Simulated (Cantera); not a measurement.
Input: 1 mol Fe(CO)₅, 0.46 mol N₂, held at 12000 Pa.

Method: chemical equilibrium by Gibbs-energy minimisation in Cantera with the NASA 1993 tables (ideal gas, pure condensed phases). Candidate condensed phases: C, Fe, Fe(CO)₅, FeO, Fe₂O₃, Fe₃O₄; 27 gas species. Condensed phases not in the tables: cementite and carbon dissolved in iron. Rates play no part.

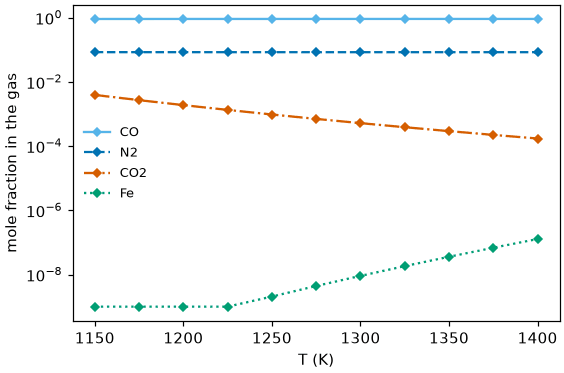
*Equilibrium gas composition (values under 1e-9 drawn at 1e-9)*

Problem. Read off the mole fractions at 1400 K.

Solution. CO about 0.92, N₂ about 0.084, CO₂ about 0.00017, Fe about 1.3e-7.
